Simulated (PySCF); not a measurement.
# Mn, Mn⁺: ionisation energy in 6-31G*

Aim: the ionisation energy of manganese from differences of total energies, at each level of theory, and how far each lands from the tabulated value where there is one.

Method: unrestricted determinants in a Gaussian basis, no spin-orbit coupling in the energies. Code: PySCF 2.14.0.

## Step 1: The atom as given

* Element: manganese (Z = 25)
* Basis: 6-31G*
* Hamiltonian: the non-relativistic Hamiltonian (point nucleus)
* State 1: Mn: [Ar] 3d5 4s2, high-spin 6S determinant
* State 2: Mn⁺: [Ar] 3d5 4s1, high-spin 7S determinant
* Methods: UHF, MN15, M06-2X, MP2
* Core shells frozen in the correlated runs: valence: [Ar] (for Mn)

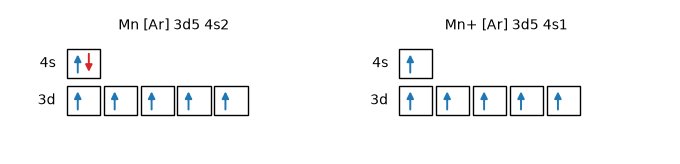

Outer shells as boxes.

One driver process ran all states and methods and kept the integrals in memory. Each run is shown as a PySCF script that sums up its settings (the driver passes frozen orbitals as a list and adds second-order terms of double hybrids); the logs are those of the runs themselves. The driver starts from symmetry-adapted Hartree-Fock orbitals, holds the occupation by maximum overlap and uses a logarithmic radial grid for functionals, so a plain start would take other cycles.

The driver's launch:

```console
$ OMP_NUM_THREADS=1 python atomrun2.py TASK.json OUT
```

The integrals over 34 functions and the set-up took 0.1 s of CPU time.

## Step 2: Mn

**UHF**

input.py

```python
from pyscf import gto, scf, dft, mp, cc
import basis_set_exchange as bse
mol = gto.M(atom="Mn 0 0 0", charge=0, spin=5, symmetry="D2h",
            basis=gto.basis.parse(bse.get_basis("6-31G*", elements=["Mn"], fmt="nwchem", header=False)))
mf = scf.UHF(mol)
mf.irrep_nelec = {'Ag': (6, 4), 'B1g': (1, 0), 'B2g': (1, 0), 'B3g': (1, 0), 'B1u': (2, 2), 'B2u': (2, 2), 'B3u': (2, 2)}
mf.kernel()
```

The program printed:

```text
damping factor = 0
level_shift factor = 0
DIIS = <class 'pyscf.scf.diis.CDIIS'>
diis_start_cycle = 1
diis_space = 10
diis_damp = 0
SCF conv_tol = 1e-09
SCF conv_tol_grad = None
number electrons alpha = 15  beta = 10
cycle= 1 E= -1149.7195044012  delta_E= -7.08e-09  |g|= 2.39e-05  |ddm|= 0.000329
cycle= 2 E= -1149.71950440328  delta_E= -2.08e-09  |g|= 1.32e-05  |ddm|= 0.000178
cycle= 3 E= -1149.7195044042  delta_E= -9.16e-10  |g|= 1.49e-06  |ddm|= 0.000211
converged SCF energy = -1149.7195044042  <S^2> = 8.7671101  2S+1 = 6.0057007
```

Time after the integrals: 0.08 s (1 thread of Neoverse-V2, shared host).

Orbital energies by shell (radii are means over both spins):

| shell | electrons | mean orbital energy (eV) | spread (eV) | rms radius (bohr) |
| --- | --- | --- | --- | --- |
| 1s α | 1 | -6544.6 | 0 | 0.0713 |
| 1s β | 1 | -6544.5 | 0 | 0.0713 |
| 2s α | 1 | -793.72 | 0 | 0.305 |
| 2s β | 1 | -790.11 | 0 | 0.305 |
| 2p α | 3 | -676.80 | 0 | 0.274 |
| 2p β | 3 | -673.26 | 0 | 0.274 |
| 3s α | 1 | -109.10 | 0 | 0.924 |
| 3s β | 1 | -97.957 | 0 | 0.924 |
| 3p α | 3 | -73.938 | 0 | 0.993 |
| 3p β | 3 | -60.391 | 0 | 0.993 |
| 3d α | 5 | -16.864 | 0 | 1.24 |
| 4s α | 1 | -7.254 | 0 | 3.69 |
| 4s β | 1 | -6.102 | 0 | 3.69 |

⟨S²⟩ = 8.767, ⟨L²⟩ = 0.00.

**MN15**

Changes to input.py:

```diff
@@ -4,3 +4,3 @@
             basis=gto.basis.parse(bse.get_basis("6-31G*", elements=["Mn"], fmt="nwchem", header=False)))
-mf = scf.UHF(mol)
+mf = dft.UKS(mol, xc="MN15")
 mf.irrep_nelec = {'Ag': (6, 4), 'B1g': (1, 0), 'B2g': (1, 0), 'B3g': (1, 0), 'B1u': (2, 2), 'B2u': (2, 2), 'B3u': (2, 2)}
```

The program printed:

```text
damping factor = 0
level_shift factor = 0
DIIS = <class 'pyscf.scf.diis.CDIIS'>
diis_start_cycle = 1
diis_space = 10
diis_damp = 0
SCF conv_tol = 1e-09
SCF conv_tol_grad = None
number electrons alpha = 15  beta = 10
XC functionals = MN15
    H. S. Yu, X. He, S. L. Li, and D. G. Truhlar.,  Chem. Sci. 7, 5032-5051 (2016)
    H. S. Yu, X. He, S. L. Li, and D. G. Truhlar.,  Chem. Sci. 7, 5032-5051 (2016)
cycle= 1 E= -1150.8885033982  delta_E= -0.00429  |g|= 0.0203  |ddm|= 0.269
cycle= 2 E= -1150.88858254737  delta_E= -7.91e-05  |g|= 0.0132  |ddm|= 0.0202
cycle= 3 E= -1150.8886401038  delta_E= -5.76e-05  |g|= 0.000446  |ddm|= 0.0108
cycle= 4 E= -1150.88864022034  delta_E= -1.17e-07  |g|= 2.84e-05  |ddm|= 0.00116
cycle= 5 E= -1150.88864022298  delta_E= -2.64e-09  |g|= 2.48e-06  |ddm|= 0.000291
cycle= 6 E= -1150.88864022299  delta_E= -1.07e-11  |g|= 3.08e-08  |ddm|= 1.9e-05
converged SCF energy = -1150.88864022299  <S^2> = 8.7513462  2S+1 = 6.0004487
```

Time after the integrals: 0.94 s (1 thread of Neoverse-V2, shared host).

**M06-2X**

Changes to input.py:

```diff
@@ -4,3 +4,3 @@
             basis=gto.basis.parse(bse.get_basis("6-31G*", elements=["Mn"], fmt="nwchem", header=False)))
-mf = dft.UKS(mol, xc="MN15")
+mf = dft.UKS(mol, xc="M062X")
 mf.irrep_nelec = {'Ag': (6, 4), 'B1g': (1, 0), 'B2g': (1, 0), 'B3g': (1, 0), 'B1u': (2, 2), 'B2u': (2, 2), 'B3u': (2, 2)}
```

The program printed:

```text
damping factor = 0
level_shift factor = 0
DIIS = <class 'pyscf.scf.diis.CDIIS'>
diis_start_cycle = 1
diis_space = 10
diis_damp = 0
SCF conv_tol = 1e-09
SCF conv_tol_grad = None
number electrons alpha = 15  beta = 10
XC functionals = M062X
    Y. Zhao and D. G. Truhlar.,  Theor. Chem. Acc. 120, 215 (2008)
    Y. Zhao and D. G. Truhlar.,  Theor. Chem. Acc. 120, 215 (2008)
cycle= 1 E= -1150.82009264551  delta_E= -0.003  |g|= 0.00841  |ddm|= 0.259
cycle= 2 E= -1150.82020214506  delta_E= -0.000109  |g|= 0.00327  |ddm|= 0.0482
cycle= 3 E= -1150.82020988908  delta_E= -7.74e-06  |g|= 0.000891  |ddm|= 0.00931
cycle= 4 E= -1150.8202109411  delta_E= -1.05e-06  |g|= 3.31e-05  |ddm|= 0.00556
cycle= 5 E= -1150.82021094215  delta_E= -1.05e-09  |g|= 2.71e-06  |ddm|= 0.00016
cycle= 6 E= -1150.82021094216  delta_E= -3.64e-12  |g|= 3.81e-08  |ddm|= 7.38e-06
converged SCF energy = -1150.82021094216  <S^2> = 8.7507201  2S+1 = 6.00024
```

It took 0.93 s on 1 thread of Neoverse-V2, shared host, the integrals not counted.

**MP2 (valence)**

input.py

```python
from pyscf import gto, scf, dft, mp, cc
import basis_set_exchange as bse
mol = gto.M(atom="Mn 0 0 0", charge=0, spin=5, symmetry="D2h",
            basis=gto.basis.parse(bse.get_basis("6-31G*", elements=["Mn"], fmt="nwchem", header=False)))
mf = scf.UHF(mol)
mf.irrep_nelec = {'Ag': (6, 4), 'B1g': (1, 0), 'B2g': (1, 0), 'B3g': (1, 0), 'B1u': (2, 2), 'B2u': (2, 2), 'B3u': (2, 2)}
mf.kernel()
mp.UMP2(mf, frozen=9).kernel()
```

This step left no log, only its results.

Time after the integrals: 0.01 s (1 thread of Neoverse-V2, shared host).

With 7 electrons correlated, the MP2 correlation energy is -0.07081 hartree (-0.04685 same spin, -0.02396 opposite spin); the SCS form gives -0.04436. Largest pairs of shells: 3d-3d -0.0407, 4s-4s -0.0153, 3d-4s -0.0148.

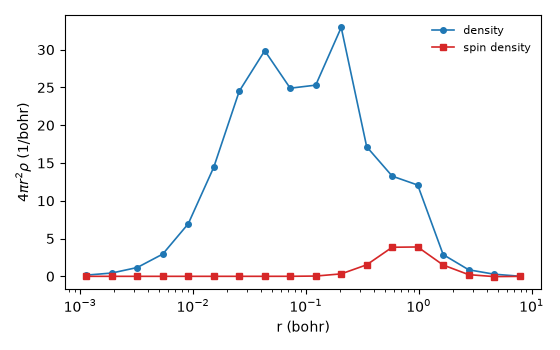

Radial density 4πr²ρ of Mn at UHF, at 18 stored radii joined by straight lines.

## Step 3: Mn⁺

**UHF**

input.py

```python
from pyscf import gto, scf, dft, mp, cc
import basis_set_exchange as bse
mol = gto.M(atom="Mn 0 0 0", charge=1, spin=6, symmetry="D2h",
            basis=gto.basis.parse(bse.get_basis("6-31G*", elements=["Mn"], fmt="nwchem", header=False)))
mf = scf.UHF(mol)
mf.irrep_nelec = {'Ag': (6, 3), 'B1g': (1, 0), 'B2g': (1, 0), 'B3g': (1, 0), 'B1u': (2, 2), 'B2u': (2, 2), 'B3u': (2, 2)}
mf.kernel()
```

The program printed:

```text
damping factor = 0
level_shift factor = 0
DIIS = <class 'pyscf.scf.diis.CDIIS'>
diis_start_cycle = 1
diis_space = 10
diis_damp = 0
SCF conv_tol = 1e-09
SCF conv_tol_grad = None
number electrons alpha = 15  beta = 9
cycle= 1 E= -1149.50142931137  delta_E= 6.82e-13  |g|= 2.57e-07  |ddm|= 1.09e-06
converged SCF energy = -1149.50142931137  <S^2> = 12.000196  2S+1 = 7.000056
```

Time after the integrals: 0.06 s (1 thread of Neoverse-V2, shared host).

The occupied shells:

| shell | electrons | mean orbital energy (eV) | spread (eV) | rms radius (bohr) |
| --- | --- | --- | --- | --- |
| 1s α | 1 | -6552.9 | 0 | 0.0713 |
| 1s β | 1 | -6552.8 | 0 | 0.0713 |
| 2s α | 1 | -801.93 | 0 | 0.305 |
| 2s β | 1 | -798.21 | 0 | 0.305 |
| 2p α | 3 | -685.01 | 0 | 0.274 |
| 2p β | 3 | -681.42 | 0 | 0.274 |
| 3s α | 1 | -117.29 | 0 | 0.924 |
| 3s β | 1 | -105.85 | 0 | 0.924 |
| 3p α | 3 | -82.101 | 0 | 0.991 |
| 3p β | 3 | -68.415 | 0 | 0.991 |
| 3d α | 5 | -24.993 | 0 | 1.24 |
| 4s α | 1 | -14.597 | 0 | 3.15 |

⟨S²⟩ = 12.000, ⟨L²⟩ = 0.00.

**MN15**

Changes to input.py:

```diff
@@ -4,3 +4,3 @@
             basis=gto.basis.parse(bse.get_basis("6-31G*", elements=["Mn"], fmt="nwchem", header=False)))
-mf = scf.UHF(mol)
+mf = dft.UKS(mol, xc="MN15")
 mf.irrep_nelec = {'Ag': (6, 3), 'B1g': (1, 0), 'B2g': (1, 0), 'B3g': (1, 0), 'B1u': (2, 2), 'B2u': (2, 2), 'B3u': (2, 2)}
```

The program printed:

```text
damping factor = 0
level_shift factor = 0
DIIS = <class 'pyscf.scf.diis.CDIIS'>
diis_start_cycle = 1
diis_space = 10
diis_damp = 0
SCF conv_tol = 1e-09
SCF conv_tol_grad = None
number electrons alpha = 15  beta = 9
XC functionals = MN15
    H. S. Yu, X. He, S. L. Li, and D. G. Truhlar.,  Chem. Sci. 7, 5032-5051 (2016)
    H. S. Yu, X. He, S. L. Li, and D. G. Truhlar.,  Chem. Sci. 7, 5032-5051 (2016)
cycle= 1 E= -1150.62446378505  delta_E= -0.00246  |g|= 0.0234  |ddm|= 0.0806
cycle= 2 E= -1150.62457664751  delta_E= -0.000113  |g|= 0.0151  |ddm|= 0.0323
cycle= 3 E= -1150.62464964913  delta_E= -7.3e-05  |g|= 0.000324  |ddm|= 0.00904
cycle= 4 E= -1150.62464982162  delta_E= -1.72e-07  |g|= 4.42e-05  |ddm|= 0.00226
cycle= 5 E= -1150.62464982688  delta_E= -5.27e-09  |g|= 3.67e-06  |ddm|= 0.000476
cycle= 6 E= -1150.6246498269  delta_E= -2.05e-11  |g|= 9.56e-08  |ddm|= 2.85e-05
converged SCF energy = -1150.6246498269  <S^2> = 12.000355  2S+1 = 7.0001014
```

Time after the integrals: 0.93 s (1 thread of Neoverse-V2, shared host).

**M06-2X**

Changes to input.py:

```diff
@@ -4,3 +4,3 @@
             basis=gto.basis.parse(bse.get_basis("6-31G*", elements=["Mn"], fmt="nwchem", header=False)))
-mf = dft.UKS(mol, xc="MN15")
+mf = dft.UKS(mol, xc="M062X")
 mf.irrep_nelec = {'Ag': (6, 3), 'B1g': (1, 0), 'B2g': (1, 0), 'B3g': (1, 0), 'B1u': (2, 2), 'B2u': (2, 2), 'B3u': (2, 2)}
```

The program printed:

```text
damping factor = 0
level_shift factor = 0
DIIS = <class 'pyscf.scf.diis.CDIIS'>
diis_start_cycle = 1
diis_space = 10
diis_damp = 0
SCF conv_tol = 1e-09
SCF conv_tol_grad = None
number electrons alpha = 15  beta = 9
XC functionals = M062X
    Y. Zhao and D. G. Truhlar.,  Theor. Chem. Acc. 120, 215 (2008)
    Y. Zhao and D. G. Truhlar.,  Theor. Chem. Acc. 120, 215 (2008)
cycle= 1 E= -1150.52717237665  delta_E= -0.000285  |g|= 0.00653  |ddm|= 0.0354
cycle= 2 E= -1150.52718685589  delta_E= -1.45e-05  |g|= 0.00336  |ddm|= 0.00989
cycle= 3 E= -1150.52719034523  delta_E= -3.49e-06  |g|= 0.000251  |ddm|= 0.00213
cycle= 4 E= -1150.52719038189  delta_E= -3.67e-08  |g|= 3.45e-06  |ddm|= 0.000547
cycle= 5 E= -1150.52719038189  delta_E= -4.09e-12  |g|= 2.6e-07  |ddm|= 3.74e-06
converged SCF energy = -1150.52719038189  <S^2> = 12.000472  2S+1 = 7.000135
```

It took 0.79 s on 1 thread of Neoverse-V2, shared host, the integrals not counted.

**MP2 (valence)**

input.py

```python
from pyscf import gto, scf, dft, mp, cc
import basis_set_exchange as bse
mol = gto.M(atom="Mn 0 0 0", charge=1, spin=6, symmetry="D2h",
            basis=gto.basis.parse(bse.get_basis("6-31G*", elements=["Mn"], fmt="nwchem", header=False)))
mf = scf.UHF(mol)
mf.irrep_nelec = {'Ag': (6, 3), 'B1g': (1, 0), 'B2g': (1, 0), 'B3g': (1, 0), 'B1u': (2, 2), 'B2u': (2, 2), 'B3u': (2, 2)}
mf.kernel()
mp.UMP2(mf, frozen=9).kernel()
```

This step left no log, only its results.

It took 0.01 s on 1 thread of Neoverse-V2, shared host, the integrals not counted.

With 6 electrons correlated, the MP2 correlation energy is -0.04706 hartree (-0.04706 same spin, 0.00000 opposite spin); the SCS form gives -0.01569. Largest pairs of shells: 3d-3d -0.0404, 3d-4s -0.0066, 4s-4s 0.0000.

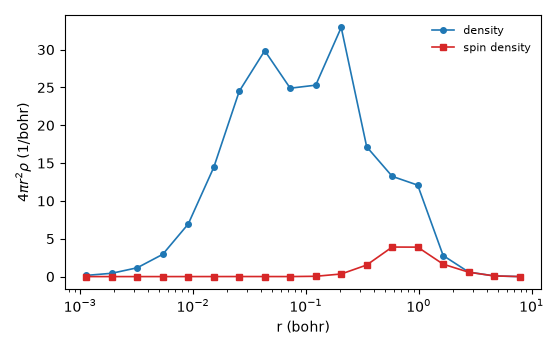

Radial density 4πr²ρ of Mn⁺ at UHF, at 18 stored radii joined by straight lines.

## Step 4: Orbital energies side by side

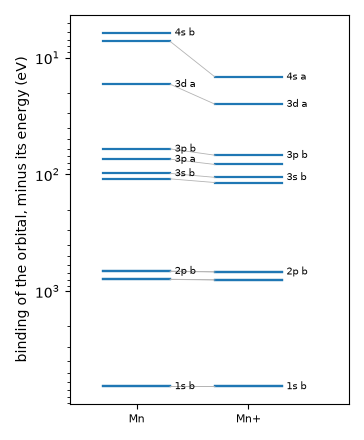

Hartree-Fock orbital energies of the states on a logarithmic scale (a, b: spin up and down; * marks an excited configuration).

## Step 5: Differences of total energies

Ionisation energy: Mn [Ar] 3d5 4s2 (6S) → Mn⁺ [Ar] 3d5 4s1 (7S).

| method | value (eV) | error (eV) | CPU time, both states (s) |
| --- | --- | --- | --- |
| UHF | 5.934 | -1.500 | 0.14 |
| MN15 | 7.184 | -0.250 | 1.9 |
| M06-2X | 7.973 | +0.539 | 1.7 |
| MP2 (valence) | 6.580 | -0.854 | 0.15 |
| SCS-MP2 (valence) | 6.714 | -0.720 | 0.15 |

Reference: 7.434 eV (measured; NIST levels, between the centres of gravity of the two terms). Errors of the correlated levels include the incompleteness of this basis.

Times are CPU seconds on a shared host without the integrals; correlated rows include their Hartree-Fock run, whose time holds the symmetry-adapted start and any spin-orbit constants, while functionals begin from orbitals already made.

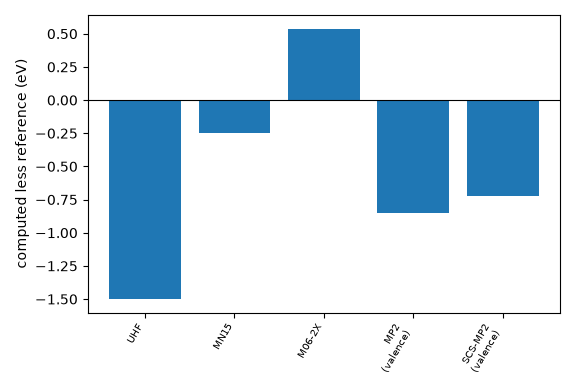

Computed less reference values by method.

## Step 6: Outcome

```
             quantity                                               value
ionisation energy, Mn  UHF 5.934, MP2 (valence) 6.580 eV; reference 7.434
```

Each level's miss and price (over 1 difference):

| method | mean absolute miss against the measured value (with the measured fine structure taken into account where it is known) (eV) | CPU time, both states (s) |
| --- | --- | --- |
| UHF | 1.500 | 0.14 |
| MN15 | 0.250 | 1.9 |
| M06-2X | 0.539 | 1.7 |
| MP2 (valence) | 0.854 | 0.15 |
| SCS-MP2 (valence) | 0.720 | 0.15 |

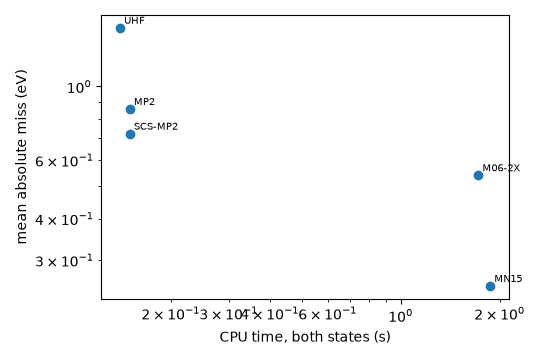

Miss against the measured value (with the measured fine structure taken into account where it is known) and CPU time.

In words: Against experiment MN15 comes closest (off by 0.25 eV) and UHF is farthest (1.50 eV). Hartree-Fock falls short because the species with more electrons holds more correlation energy, which it lacks. All values hold for this basis alone; no basis-set limit was taken. The dearest level timed, MN15, costs 13 times the cheapest, UHF, and differs from the measured value (with the measured fine structure taken into account where it is known) by 0.25 against 1.50 eV.
